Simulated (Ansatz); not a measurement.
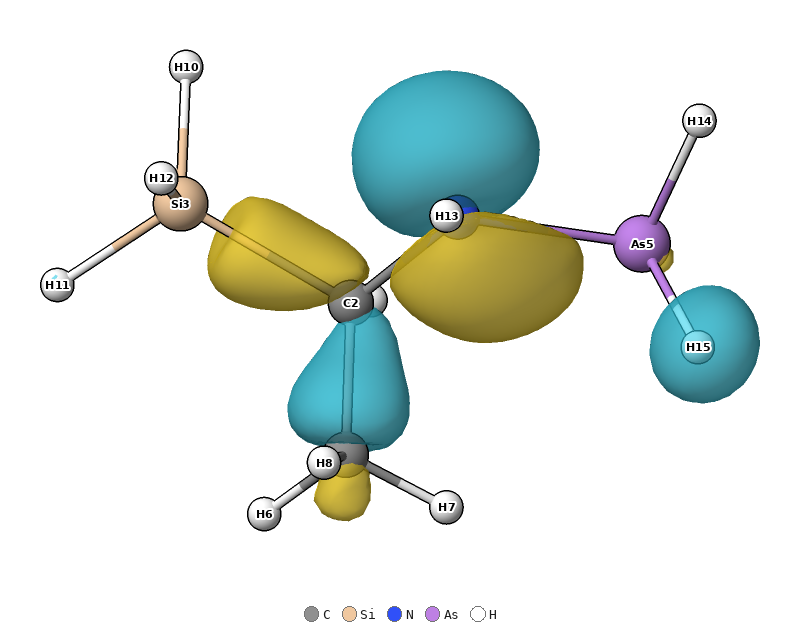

Figure 1: C$_{2}$H$_{10}$AsNSi (SMILES CC([SiH3])N[AsH2]). One frontier orbital at ±0.15 Å⁻³ᐟ² (yellow and cyan are the two phases), seen across its widest extent.

All numbers below come from RKS PBE-D4/def2-SVP in Ansatz 0.2.0.

```xyz
15

C    -0.8471   -1.2642   -0.4015
C     0.3437   -0.3845    0.0068
Si    1.4915    0.1102   -1.4482
N     0.0021    0.8741    0.6761
As   -0.5630    0.7707    2.4695
H    -0.5170   -2.2081   -0.8829
H    -1.4633   -1.5351    0.4832
H    -1.5101   -0.7356   -1.1196
H     0.9896   -0.9635    0.7074
H     2.7574    0.7268   -0.9249
H     1.8405   -1.0734   -2.3168
H     0.7662    1.1203   -2.3019
H    -0.6057    1.4583    0.0887
H    -0.5897    2.2986    2.6745
H    -2.1168    0.7548    2.3189
```

Question: Which orbital is it: HOMO or LUMO?

Answer: The HOMO, at −5.28 eV. By Hirshfeld shares it lies mainly on N4 (about 55 %), C2 (about 10 %), As5 (about 10 %) and C1 (about 5 %).
